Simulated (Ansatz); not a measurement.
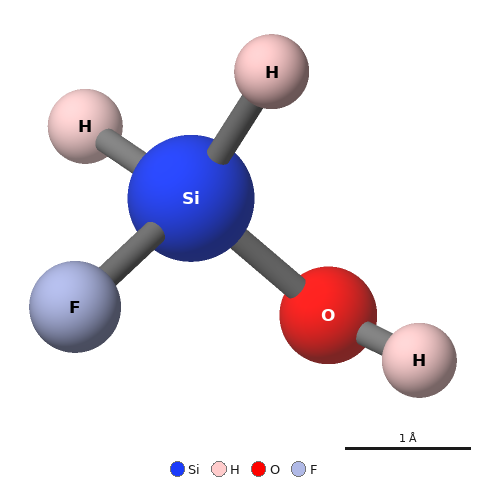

Ball-and-stick drawing of a structure. Every bond is drawn as one stick, whatever its order.

Identify the structure.

It has 6 atoms: 1 fluorine, 3 hydrogen, 1 oxygen and 1 silicon (FH3OSi). The point group is C1. Coordination: 1 Si tetrahedral; 1 O bent.

The parts below concern this one geometry. Atoms keep their numbers from picture to picture. The computed structure is the end point of a PBE0-D4/def2-TZVP optimisation.

## Shape

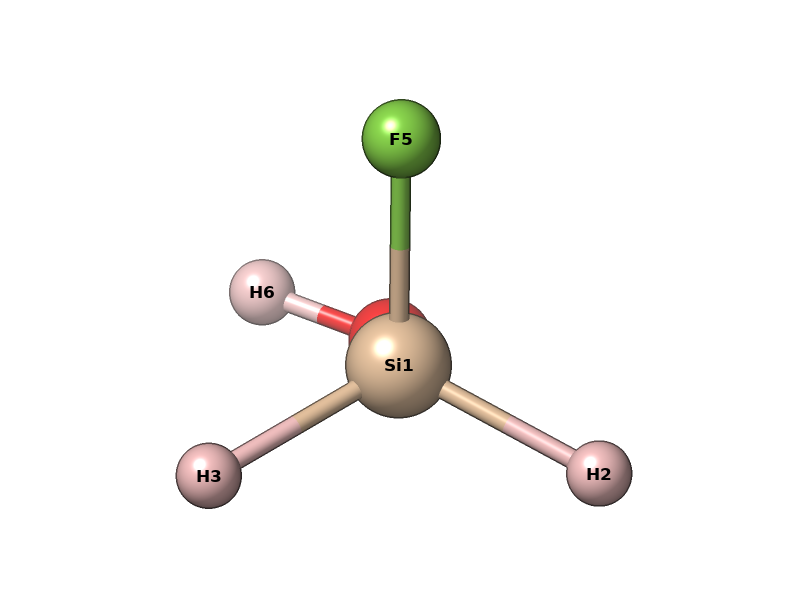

O4 lies behind Si1. The molecule seen nearly along the Si1–O4 bond, Si1 in front. Distant atoms are faded towards the background colour.

What is the torsion angle F5–Si1–O4–H6? The sign is positive where the front bond must turn clockwise to cover the back bond.

−72°, synclinal (gauche).

## Charges

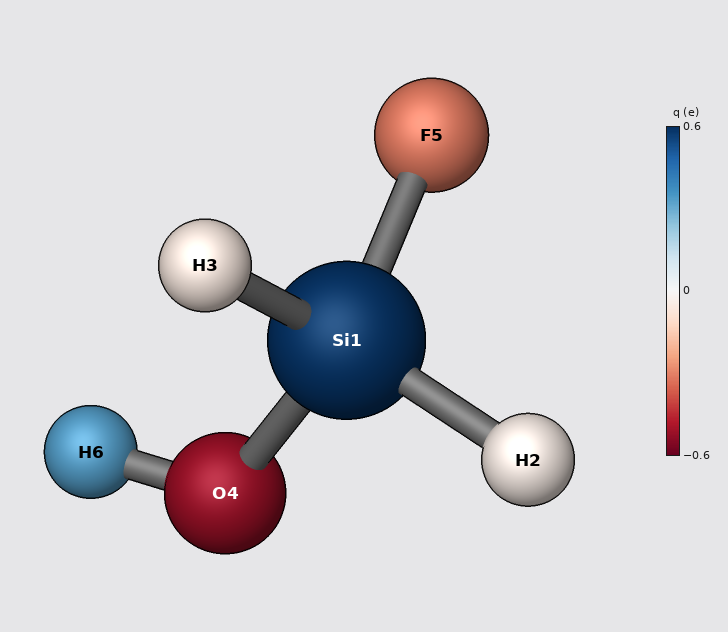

Atoms are coloured by their Mulliken charges. Level of theory: RKS PBE0-D4/def2-TZVP (Ansatz 0.2.0).

List the Mulliken charges.

```csv
atom,value (e)
Si1,0.59
H2,−0.04
H3,−0.06
O4,−0.51
F5,−0.31
H6,0.33
```

## Dipole moment

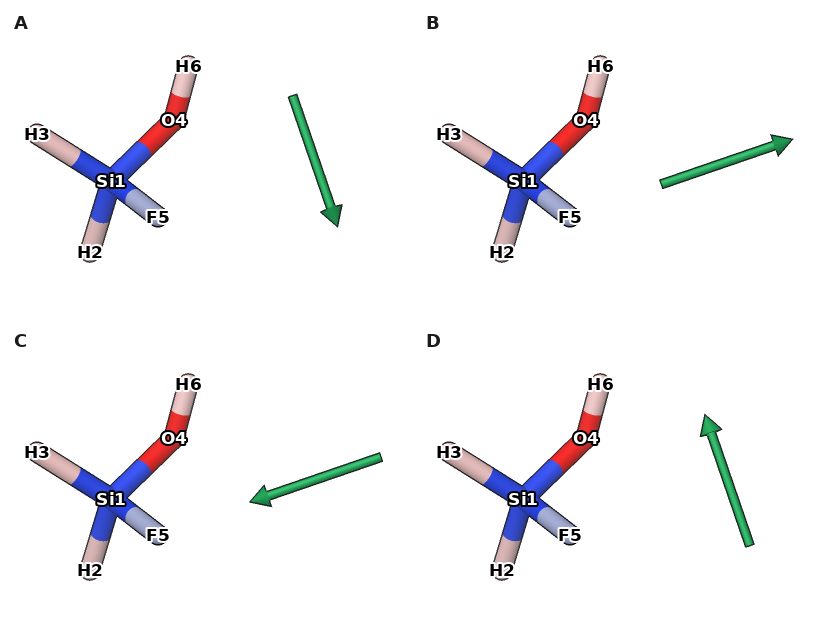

The same molecule four times, each with an arrow. Properties computed with RKS PBE0-D4/def2-TZVP (Ansatz 0.2.0).

Which arrow points along the dipole moment, from the negative to the positive end?

D. The dipole moment is 1.63 D; it points from the side of H2, F5 to the side of H6 (the outermost atoms at the two ends).

## Vibrations

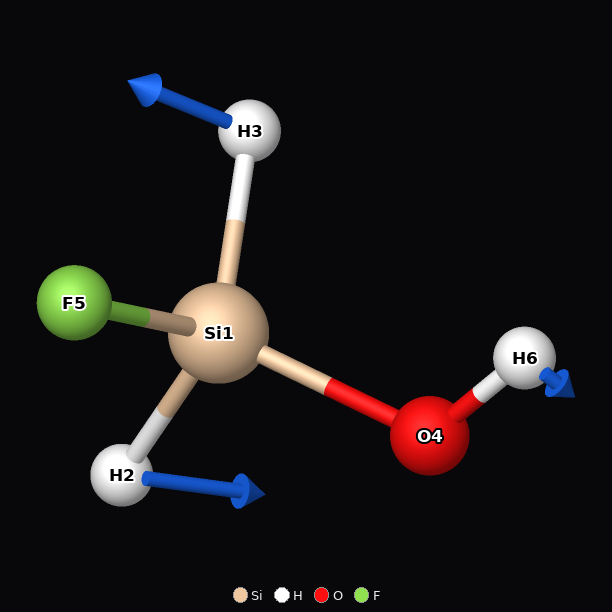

The arrows show one normal mode. Harmonic vibrations computed with RKS PBE0-D4/def2-TZVP (Ansatz 0.2.0) at a stationary point of the same level.

Describe the motion.

Mostly F–Si–H bending.

Estimate its harmonic wavenumber.

759 cm⁻¹; it is mode 4 of 12 counted from the lowest.

Mulliken values depend strongly on the basis set and can even reverse the polarity of a bond.
